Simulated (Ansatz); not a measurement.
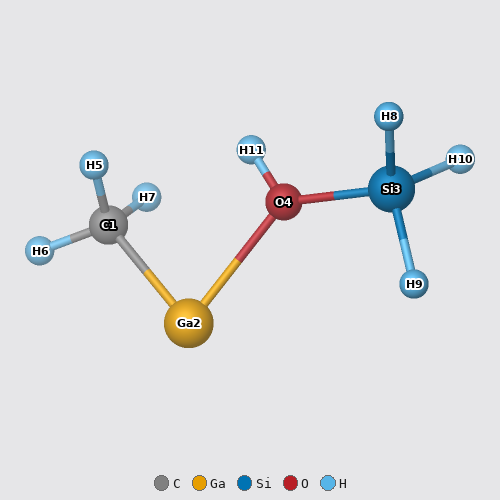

The system is CH₇GaOSi; the picture shows the reference structure. Coordinates scanned: (1) dihedral C1–Ga2–O4–Si3; (2) dihedral H8–Si3–O4–Ga2. Nothing is relaxed (all other coordinates rigid). Grid: 18 × 17 points. Points are written as (first, second). Energies: cm⁻¹, counted from the relaxed molecule at the same level. Level of theory: Ansatz, RKS SPW92 (LDA)/def2-SVP.

Its coordinates:

```xyz
11

C    -1.7424    1.1615   -0.8040
Ga   -1.7915   -0.5866    0.2630
Si    1.6950   -1.1704    0.8027
O     0.3942   -0.2748    0.1912
H    -1.2372    1.9607   -0.2076
H    -2.7385    1.5593   -1.0965
H    -1.1617    1.0169   -1.7482
H     2.4832   -0.3361    1.7751
H     1.0423   -2.3366    1.4769
H     2.5923   -1.6093   -0.3221
H     0.5296    0.5583   -0.3101
```

Range: dihedral C1–Ga2–O4–Si3 from −180 to 160°; dihedral H8–Si3–O4–Ga2 from −210.0 to −30.0°.

Question: What will the energy surface look like?

Answer: The lowest grid point is at (−180°, −120.0°), 0 cm⁻¹ from the relaxed molecule at the same level. Higher local minima lie near (0°, −176.2°) (591 cm⁻¹ above the lowest at that grid point); (0°, −63.8°) (601 cm⁻¹ above the lowest at that grid point). The highest grid point, (100°, −30.0°), lies 2383 cm⁻¹ above the lowest. On the interpolated surface the easiest way out of the lowest well to the well at about (5°, −63°) passes a barrier of about 2000 cm⁻¹.

```
dihedral H8–Si3–O4–Ga2 ↓, dihedral C1–Ga2–O4–Si3 →  −180  −140  −100   −60   −20    20    60   100   140
                                             −30.0   406  1199  2340  1863  1052  1687  2085  2383  1286
                                             −52.5   377  1185  2289  1983   778   913  1992  2298  1217
                                             −75.0   247  1090  2174  2035  1296   643  1680  2129  1045
                                             −97.5    80   934  2034  1828  2079  1293  1467  1974   875
                                            −120.0     0   821  1937  1543  2186  2221  1541  1944   837
                                            −142.5    81   861  1969  1476  1253  2067  1828  2042   951
                                            −165.0   249  1032  2126  1694   641  1264  2028  2181  1105
                                            −187.5   377  1204  2294  2004   937   764  1971  2296  1200
                                            −210.0   405  1270  2378  2090  1707  1069  1852  2346  1213
```

The table holds every second grid line.

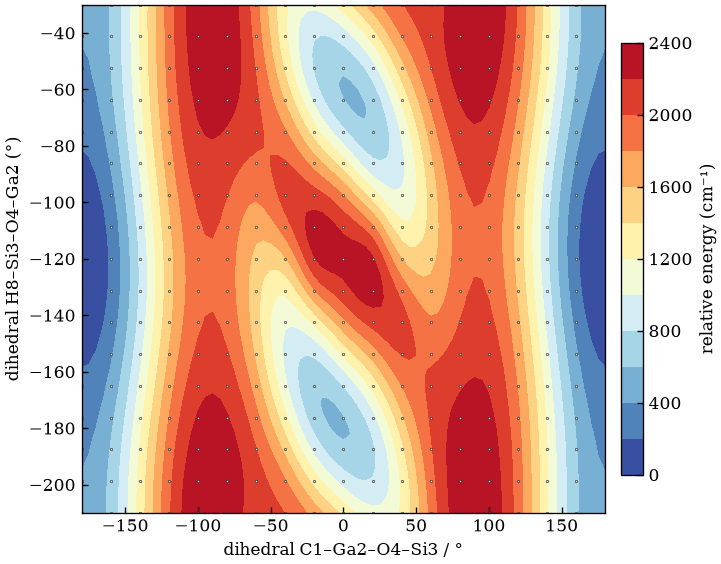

The picture shows filled contours, dots at the grid points. Between grid points the surface is interpolated.

Each point was launched as `ansatz run input.yaml --threads 1 --pin off --max-ram 2560MiB --backend cpu --events-out ev --progress --plain --runs-dir out`. Time for the 306 points that were run: 14 min on 1 thread of Arm Neoverse V2, with other jobs on the host.
